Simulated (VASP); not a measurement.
Band structure of KBr (rock salt). Method: MS2 meta-GGA, VASP's PBE PAW potentials (set 64) (plane waves; VASP).

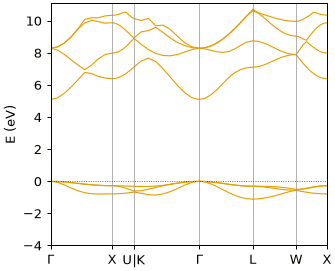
Figure. Bands along high-symmetry lines, zero at the valence-band maximum or, without a gap, the Fermi level

Problem. Read the plot: is there a gap, and where are the band edges?

Solution. The gap is direct, 5.10 eV, from the valence maximum at Γ to the conduction minimum at Γ.

Measured: gap 7.40 eV (computed value off by -2.30 eV), as given by Aguado et al., (1998), arXiv:cond-mat/9809176.

The compound is KBr in the rock salt structure. It was relaxed first.
